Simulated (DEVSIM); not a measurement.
System: Schottky contact on n-type InP, at 350 K.

```
layer (left to right)  material  thickness (μm)  Nd (cm⁻³)  τn (s)  τp (s)
---------------------  --------  --------------  ---------  ------  ------
1                           InP            11.0     1.8e15  3.3e-9  3.3e-9
```

Left contact: Schottky, work function 5.33 eV, emission velocity 1.7e6 cm/s. Right contact: ohmic. Voltage is applied to the left contact. Recombination: SRH at mid-gap, Auger. Mobility is μmin + (μ − μmin)/(1 + (N/Nref)^α).

This is a model device: material constants are rounded textbook-type values typed into the input, and sizes, dopings and lifetimes were drawn at random. Values at 300 K; Nc and Nv go as T^1.5, mobilities as T to minus their exponent, the gap by Varshni's rule with the affinity fixed.

```csv
parameter,InP
gap (eV),1.344
affinity (eV),4.38
permittivity,12.5
Nc (cm⁻³),5.7e17
Nv (cm⁻³),1.1e19
μn (cm²/Vs),5200
μp (cm²/Vs),170
"μn,min",400
"μp,min",10
"Nref,n",3e17
"Nref,p",4.9e17
αn,0.47
αp,0.62
T exponent of μn,2
T exponent of μp,2
Cn (cm⁶/s),9e-31
Cp (cm⁶/s),9e-31
Varshni α (eV/K),0.000363
Varshni β (K),162
```

Model (solved in DEVSIM): 1D drift-diffusion, Boltzmann statistics, complete ionisation; no tunnelling, impact ionisation, image-force lowering or self-heating. Metal contacts follow the ideal Schottky-Mott rule: no Fermi-level pinning, no interface dipoles.

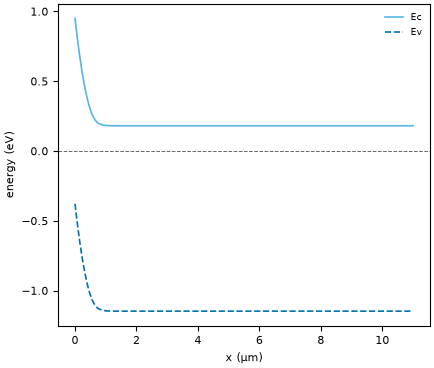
Figure. Band edges at zero bias

Energies count from the Fermi level of the right contact; mesh points crowd at the junctions.

| x (μm) | Ec (eV) | Ev (eV) | n (cm⁻³) | p (cm⁻³) | field (V/cm) |
|---|---|---|---|---|---|
| 0.000 | 0.950 | -0.378 | 15000 | 5.0e13 | -20000 |
| 0.01515 | 0.921 | -0.407 | 40000 | 1.9e13 | -19000 |
| 0.03729 | 0.879 | -0.449 | 160000 | 4.7e12 | -19000 |
| 0.07587 | 0.809 | -0.519 | 1600000 | 4.6e11 | -18000 |
| 0.1598 | 0.670 | -0.658 | 1.6e8 | 4.6e9 | -15000 |
| 0.2754 | 0.508 | -0.820 | 3.5e10 | 2.2e7 | -12000 |
| 0.4637 | 0.320 | -1.008 | 1.8e13 | 42000 | -7600 |
| 0.8734 | 0.187 | -1.141 | 1.5e15 | 520 | -570 |
| 1.438 | 0.181 | -1.147 | 1.8e15 | 420 | ≈ 0 |
| 2.356 | 0.181 | -1.147 | 1.8e15 | 420 | ≈ 0 |
| 3.698 | 0.181 | -1.147 | 1.8e15 | 420 | ≈ 0 |
| 6.695 | 0.181 | -1.147 | 1.8e15 | 420 | ≈ 0 |
| 8.256 | 0.181 | -1.147 | 1.8e15 | 420 | ≈ 0 |
| 9.324 | 0.181 | -1.147 | 1.8e15 | 420 | ≈ 0 |
| 10.14 | 0.181 | -1.147 | 1.8e15 | 420 | ≈ 0 |
| 10.46 | 0.181 | -1.147 | 1.8e15 | 420 | ≈ 0 |
| 10.68 | 0.181 | -1.147 | 1.8e15 | 420 | ≈ 0 |
| 10.81 | 0.181 | -1.147 | 1.8e15 | 420 | ≈ 0 |
| 10.91 | 0.181 | -1.147 | 1.8e15 | 420 | ≈ 0 |
| 10.95 | 0.181 | -1.147 | 1.8e15 | 420 | ≈ 0 |
| 10.98 | 0.181 | -1.147 | 1.8e15 | 420 | ≈ 0 |
| 11.00 | 0.181 | -1.147 | 1.8e15 | 420 | ≈ 0 |
